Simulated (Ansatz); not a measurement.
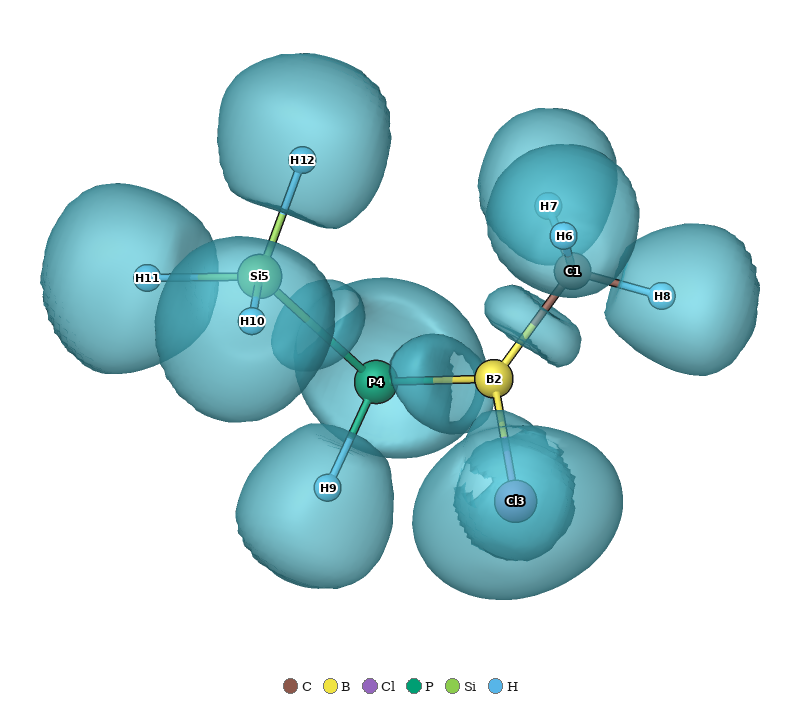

CH7BClPSi. Isosurface of the electron localisation function at 0.8 (cyan), seen at a tilt. Core shells and regions of very low density are left out.

Not at a stationary point (largest force 1.5 eV/Å).

These are results of SCF PBE0, Gaussian basis (Ansatz), not measurements.

Input

```
crystal:
  periodic: [false, false, false]
  atoms:
    - { symbol: C, position_ang: [1.5094, 1.0266, 0.57] }
    - { symbol: B, position_ang: [1.0886, -0.4059, 0.0295] }
    - { symbol: Cl, position_ang: [1.7219, -1.9207, 0.8693] }
    - { symbol: P, position_ang: [-0.0738, -0.5668, -1.5059] }
    - { symbol: Si, position_ang: [-1.9072, -0.1263, -0.3562] }
    - { symbol: H, position_ang: [1.1675, 1.1387, 1.6193] }
    - { symbol: H, position_ang: [1.0462, 1.8204, -0.0517] }
    - { symbol: H, position_ang: [2.6134, 1.1271, 0.529] }
    - { symbol: H, position_ang: [-0.2253, -2.0076, -1.3994] }
    - { symbol: H, position_ang: [-1.9439, -0.9633, 0.8525] }
    - { symbol: H, position_ang: [-3.0859, -0.4146, -1.1864] }
    - { symbol: H, position_ang: [-1.9111, 1.2925, 0.0301] }
basis:
  gaussian:
    orbitals: def2-SVP
hamiltonian:
  xc: pbe0
output:
  orbitals: {}
  forces: true
```

Launched as:

```sh
python methods_ch7bclpsi.py
```

Where are the electrons localised?

Answer. The ELF exceeds this value in one region between bonded B–C atoms (shared pairs), seven regions around hydrogen nuclei, one region on Cl in which the atom's valence shell and bonds are merged and one region on P in which the atom's valence shell and bonds are merged.

Values along the shortest contacts:
C–B (1.59 Å): the ELF peaks at about 1 between the atoms: localised, covalent bonding. B–Cl (1.84 Å): the ELF peaks at about 0.90 between the atoms, as expected for a polar covalent bond.
